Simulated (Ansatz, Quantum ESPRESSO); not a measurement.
# Li3W (Fm-3m): zone-centre phonons, part 2 of 3

Aim: the zone-centre modes of Li3W (Fm-3m).

Quantum ESPRESSO 7.5; DFT PBE, scalar-relativistic, plane waves, PseudoDojo norm-conserving pseudopotentials.

So far. Step 2 (A first look): No gap opens on this mesh, so smearing is kept; the start stands at -7.3 GPa. Step 4 (Ground state): The cell stands at -0.03 GPa, close enough for phonons. The relaxed cell has a = 6.142 Å (conventional setting).

The structure was built from a prototype and need not be the compound's stable phase.

### 5. Linear response at Γ

At q = 0 one unit cell holds all displacements; symmetry groups them into irreducible representations that are solved one by one. With smeared occupations no response to a homogeneous field can be asked.

ph.in reads:

```
phonons
&inputph
   prefix = 'x'
   outdir = './tmp'
   fildyn = 'g.dyn'
   tr2_ph = 1.0d-18
   alpha_mix(1) = 0.4
   nmix_ph = 8
/
0.000000000000 0.000000000000 0.000000000000
```

Command:

```bash
$ OMP_NUM_THREADS=1 mpirun -n 4 ph.x -nk 4 -in ph.in > ph.out
```

What it wrote:

```text
[banners, grids, parts of the stress and lines that vanish by symmetry left out]
[banner, memory and clock lines left out]
Program PHONON v.7.5

     ./tmp/x.save/

     IMPORTANT: XC functional enforced from input :
     Exchange-correlation= PBE
                           (   1   4   3   4   0   0   0)
     Any further DFT definition will be discarded
     Please, verify this is what you really want

     G-vector sticks info

     Reading collected, re-writing distributed wavefunctions in ./tmp/

     Number and degeneracy of irreps per q-point
       N         xq(1)         xq(2)         xq(3)   N irreps
       1   0.000000000   0.000000000   0.000000000       4
        3   3   3   3

     Calculation of q =    0.0000000   0.0000000   0.0000000

     phonons

     bravais-lattice index     =            0
     lattice parameter (alat)  =       8.2076  a.u.
     unit-cell volume          =     390.9583 (a.u.)^3
     number of atoms/cell      =            4
     number of atomic types    =            2
     kinetic-energy cut-off    =      74.0000  Ry
     charge density cut-off    =     296.0000  Ry
     convergence threshold     =      1.0E-18
     beta                      =       0.4000
     number of iterations used =            8
     Exchange-correlation= PBE
                           (   1   4   3   4   0   0   0)

     celldm(1)=    8.20758  celldm(2)=    0.00000  celldm(3)=    0.00000
     celldm(4)=    0.00000  celldm(5)=    0.00000  celldm(6)=    0.00000

     crystal axes: (cart. coord. in units of alat)
               a(1) = ( -0.7071  0.0000  0.7071 )
               a(2) = (  0.0000  0.7071  0.7071 )
               a(3) = ( -0.7071  0.7071  0.0000 )

     reciprocal axes: (cart. coord. in units 2 pi/alat)
               b(1) = ( -0.7071 -0.7071  0.7071 )
               b(2) = (  0.7071  0.7071  0.7071 )
               b(3) = ( -0.7071  0.7071 -0.7071 )

     Atoms inside the unit cell:

     Cartesian axes

     site n.  atom      mass           positions (alat units)
        1  W     183.8400   tau(    1) = (    0.00000    0.00000    0.00000  )
        2  Li      6.9400   tau(    2) = (   -0.70711    0.70711    0.70711  )
        3  Li      6.9400   tau(    3) = (   -1.06066    1.06066    1.06066  )
        4  Li      6.9400   tau(    4) = (   -0.35355    0.35355    0.35355  )

     Computing dynamical matrix for
                    q = (   0.0000000   0.0000000   0.0000000 )

     49 Sym.Ops. (with q -> -q+G )

     G cutoff =  505.0825  (  33487 G-vectors)     FFT grid: ( 45, 45, 45)

     number of k points=    29  Marzari-Vanderbilt smearing, width (Ry)=  0.0200
                       cart. coord. in units 2pi/alat
        k(    1) = (   0.0000000   0.0000000   0.0000000), wk =   0.0039062
        k(    2) = (  -0.0883883   0.0883883  -0.0883883), wk =   0.0312500
        k(    3) = (  -0.1767767   0.1767767  -0.1767767), wk =   0.0312500
        [... further k-points left out ...]

     PseudoPot. # 1 for W  read from file:
     ./pseudo/W.upf
     Pseudo is Norm-conserving + core correction, Zval = 14.0
     Using radial grid of 1396 points,  8 beta functions with:
                l(1) =   0
                l(2) =   0
                l(3) =   1
                l(4) =   1
                l(5) =   2
                l(6) =   2
                l(7) =   3
                l(8) =   3

     PseudoPot. # 2 for Li read from file:
     ./pseudo/Li.upf
     Pseudo is Norm-conserving, Zval =  3.0
     Using radial grid of 1944 points,  4 beta functions with:
                l(1) =   0
                l(2) =   0
                l(3) =   1
                l(4) =   1

     Mode symmetry, O_h (m-3m)  point group:

     Atomic displacements:
     There are    4 irreducible representations

     Representation     1      3 modes -  To be done

     Representation     2      3 modes -  To be done

     Representation     3      3 modes -  To be done

     Representation     4      3 modes -  To be done

     Alpha used in Ewald sum =   2.8000

     Representation #   1 modes #   1   2   3

     Self-consistent Calculation
      iter #   1   av.it.:   5.3
      thresh= 1.000E-02 alpha_mix =  0.400 |ddv_scf|^2 =  1.109E-07
      iter #   2   av.it.:  12.6
      thresh= 3.331E-05 alpha_mix =  0.400 |ddv_scf|^2 =  9.743E-09
      iter #   3   av.it.:  12.6
      thresh= 9.871E-06 alpha_mix =  0.400 |ddv_scf|^2 =  1.170E-09
      iter #   4   av.it.:  13.7
      thresh= 3.421E-06 alpha_mix =  0.400 |ddv_scf|^2 =  3.488E-11
      iter #   5   av.it.:  14.2
      thresh= 5.906E-07 alpha_mix =  0.400 |ddv_scf|^2 =  2.536E-13
      iter #   6   av.it.:  13.1
      thresh= 5.036E-08 alpha_mix =  0.400 |ddv_scf|^2 =  5.782E-14
      iter #   7   av.it.:  13.8
      thresh= 2.405E-08 alpha_mix =  0.400 |ddv_scf|^2 =  2.492E-16
      iter #   8   av.it.:  14.0
      thresh= 1.579E-09 alpha_mix =  0.400 |ddv_scf|^2 =  1.559E-18
      iter #   9   av.it.:  13.5
      thresh= 1.249E-10 alpha_mix =  0.400 |ddv_scf|^2 =  1.240E-19

     End of self-consistent calculation

     Convergence has been achieved

     Representation #   2 modes #   4   5   6

     Self-consistent Calculation
      iter #   1   av.it.:   4.9
      thresh= 1.000E-02 alpha_mix =  0.400 |ddv_scf|^2 =  4.838E-08
      iter #   2   av.it.:  12.4
      thresh= 2.200E-05 alpha_mix =  0.400 |ddv_scf|^2 =  9.932E-09
      iter #   3   av.it.:  12.7
      thresh= 9.966E-06 alpha_mix =  0.400 |ddv_scf|^2 =  6.826E-10
      iter #   4   av.it.:  13.0
      thresh= 2.613E-06 alpha_mix =  0.400 |ddv_scf|^2 =  5.922E-11
      iter #   5   av.it.:  13.7
      thresh= 7.696E-07 alpha_mix =  0.400 |ddv_scf|^2 =  5.029E-13
[...]
End of self-consistent calculation

     Convergence has been achieved

     Representation #   3 modes #   7   8   9

     Self-consistent Calculation
[...]
End of self-consistent calculation

     Convergence has been achieved

     Representation #   4 modes #  10  11  12

     Self-consistent Calculation
[...]
iter #   4   av.it.:  13.9
      thresh= 4.173E-06 alpha_mix =  0.400 |ddv_scf|^2 =  4.164E-11
      iter #   5   av.it.:  14.2
      thresh= 6.453E-07 alpha_mix =  0.400 |ddv_scf|^2 =  5.132E-13
      iter #   6   av.it.:  13.1
      thresh= 7.164E-08 alpha_mix =  0.400 |ddv_scf|^2 =  1.279E-13
      iter #   7   av.it.:  13.4
      thresh= 3.576E-08 alpha_mix =  0.400 |ddv_scf|^2 =  2.328E-15
      iter #   8   av.it.:  14.6
      thresh= 4.825E-09 alpha_mix =  0.400 |ddv_scf|^2 =  3.895E-17
      iter #   9   av.it.:  13.1
      thresh= 6.241E-10 alpha_mix =  0.400 |ddv_scf|^2 =  3.093E-18
      iter #  10   av.it.:  13.9
      thresh= 1.759E-10 alpha_mix =  0.400 |ddv_scf|^2 =  6.117E-20

     End of self-consistent calculation

     Convergence has been achieved

     Number of q in the star =    1
     List of q in the star:
          1   0.000000000   0.000000000   0.000000000

     Diagonalizing the dynamical matrix

     q = (    0.000000000   0.000000000   0.000000000 )

 **************************************************************************
     freq (    1) =      -0.028252 [THz] =      -0.942401 [cm-1]
     freq (    2) =      -0.028252 [THz] =      -0.942401 [cm-1]
     freq (    3) =      -0.028252 [THz] =      -0.942401 [cm-1]
     freq (    4) =       9.194268 [THz] =     306.687758 [cm-1]
     freq (    5) =       9.194268 [THz] =     306.687758 [cm-1]
     freq (    6) =       9.194268 [THz] =     306.687758 [cm-1]
     freq (    7) =      12.085353 [THz] =     403.123991 [cm-1]
     freq (    8) =      12.085353 [THz] =     403.123991 [cm-1]
     freq (    9) =      12.085353 [THz] =     403.123991 [cm-1]
     freq (   10) =      13.753125 [THz] =     458.754861 [cm-1]
     freq (   11) =      13.753125 [THz] =     458.754861 [cm-1]
     freq (   12) =      13.753125 [THz] =     458.754861 [cm-1]
 **************************************************************************

     Mode symmetry, O_h (m-3m)  point group:

     freq (   1-   3) =         -0.9  [cm-1]   --> T_1u G_15  G_4- I
     freq (   4-   6) =        306.7  [cm-1]   --> T_1u G_15  G_4- I
     freq (   7-   9) =        403.1  [cm-1]   --> T_2g G_25' G_5+ R
     freq (  10-  12) =        458.8  [cm-1]   --> T_1u G_15  G_4- I
```

Run time: 5.9 min. Hardware: 4 MPI ranks of Arm Neoverse V1, shared host.

This step gave:

```yaml
largest_acoustic_frequency_at_the_zone_centre_before_the_sum_rule: -0.94 cm⁻¹
highest_optical_zone_centre_mode_no_lo_to_term: 458.8 cm⁻¹
lowest_optical_zone_centre_mode: 306.7 cm⁻¹
```

The acoustic modes at Γ come out as far as 0.9 cm⁻¹ from zero, where they should vanish, a small numerical error.

### 6. Modes with the sum rule

A rigid shift of the crystal must cost nothing, but grids and finite bases break this; the acoustic sum rule is imposed before the matrix is diagonalised again.

dynmat.in reads:

```
&input
   fildyn = 'g.dyn'
   asr = 'simple'
   fileig = 'dynmat.eig'
/
```

Command:

```bash
$ dynmat.x -in dynmat.in > dynmat.out
```

What it wrote:

```text
[banner, memory and clock lines left out]
Program DYNMAT v.7.5

     Reading Dynamical Matrix from file g.dyn
     ...Force constants read
     ...epsilon and Z* not read (not found on file)
     A direction for q was not specified:TO-LO splitting will be absent

     Polarizability (A^3 units)
     multiply by 1.000000 for Clausius-Mossotti correction
         0.000000    0.000000    0.000000
         0.000000    0.000000    0.000000
         0.000000    0.000000    0.000000

     IR activities are in (D/A)^2/amu units

# mode   [cm-1]    [THz]      IR
    1     -0.00   -0.0000    0.0000
    2     -0.00   -0.0000    0.0000
    3      0.00    0.0000    0.0000
    4    306.69    9.1944    0.0000
    5    306.69    9.1944    0.0000
    6    306.69    9.1944    0.0000
    7    403.11   12.0850    0.0000
    8    403.11   12.0850    0.0000
    9    403.11   12.0850    0.0000
   10    458.75   13.7530    0.0000
   11    458.75   13.7530    0.0000
   12    458.75   13.7530    0.0000

[end of the log left out, with the tail of the file of modes that dynmat.x writes under the same name]
```

Elapsed: 0.45 s, on 1 thread.

Unit eigenvectors of the mass-weighted matrix after the sum rule; no LO-TO term. Modes at Γ, with each element's share of the kinetic energy:

```
mode  frequency (cm⁻¹)  symmetry  W %  Li %
   1               0.0  acoustic   90    10
   2               0.0  acoustic   90    10
   3               0.0  acoustic   90    10
   4             306.7       T1u    9    91
   5             306.7       T1u    9    91
   6             306.7       T1u    9    91
   7             403.1       T2g    0   100
   8             403.1       T2g    0   100
   9             403.1       T2g    0   100
  10             458.8       T1u    2    98
  11             458.8       T1u    2    98
  12             458.8       T1u    2    98
```

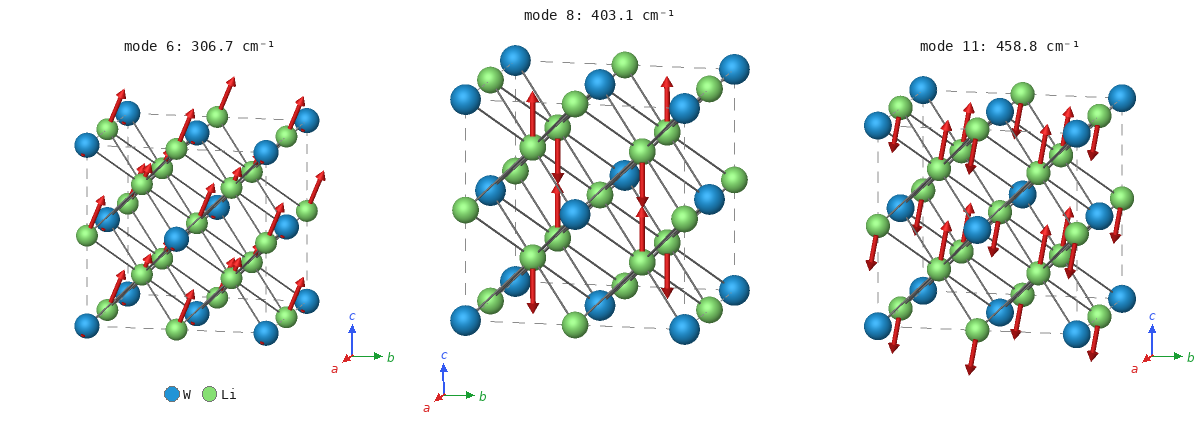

Displacement patterns of modes 6, 8 and 11 at Γ; arrows are exaggerated. Some periodic images of atoms are drawn too.

The rule moves no optical mode by more than 0.1 cm⁻¹.

### 7. Sum rules set otherwise: a sum rule for molecules or wires on a crystal

This rule also removes rotations, which suits molecules and not a crystal; it is tried to see the harm.

dynmat.in reads:

```
&input
   fildyn = 'g.dyn'
   asr = 'zero-dim'
   fileig = 'dynmat.eig'
/
```

Command:

```bash
$ dynmat.x -in dynmat.in > dynmat.out
```

What it wrote:

```text
[banner, memory and clock lines left out]
Program DYNMAT v.7.5

     Reading Dynamical Matrix from file g.dyn
     ...Force constants read
     ...epsilon and Z* not read (not found on file)
     Acoustic Sum Rule: || Z*(ASR) - Z*(orig)|| =    0.000000E+00
     Acoustic Sum Rule: ||dyn(ASR) - dyn(orig)||=    2.672475E-01
     A direction for q was not specified:TO-LO splitting will be absent

     Polarizability (A^3 units)
     multiply by 1.000000 for Clausius-Mossotti correction
         0.000000    0.000000    0.000000
         0.000000    0.000000    0.000000
         0.000000    0.000000    0.000000

     IR activities are in (D/A)^2/amu units

# mode   [cm-1]    [THz]      IR
    1     -0.00   -0.0000    0.0000
    2     -0.00   -0.0000    0.0000
    3     -0.00   -0.0000    0.0000
    4      0.00    0.0000    0.0000
    5      0.00    0.0000    0.0000
    6    306.68    9.1940    0.0000
    7    381.27   11.4303    0.0000
    8    381.27   11.4303    0.0000
    9    403.12   12.0854    0.0000
   10    458.75   13.7530    0.0000
   11    480.62   14.4086    0.0000
   12    480.62   14.4086    0.0000

[end of the log left out, with the tail of the file of modes that dynmat.x writes under the same name]
```

Wall time 0.45 s (1 thread).

The program raised no error, yet the settings are not those of a careful run.

The fault: a sum rule for molecules or wires on a crystal; 2 optical modes are projected out to zero frequency, as if they were rotations.

For a crystal the rule has to be 'simple' or 'crystal'.

Zone-centre frequencies as printed; negative means imaginary. Modes:

```
mode  frequency (cm⁻¹)
   1                 0
   2                 0
   3                 0
   4                 0
   5                 0
   6             306.7
   7             381.3
   8             381.3
   9             403.1
  10             458.8
  11             480.6
  12             480.6
```

(Continued in part 3 of 3.)

[Host names and launcher messages were left out of these logs when they were recorded.]

[Logs are printed without paths, hosts, clocks, repeated set-up lines and the standing remarks that a program may print on its own settings, such as how far it seeks lower states.]

[Hosts, paths, dates, database ids (printed as entryN), source tags and the programs' standing remarks are cut or masked in the printed files.]
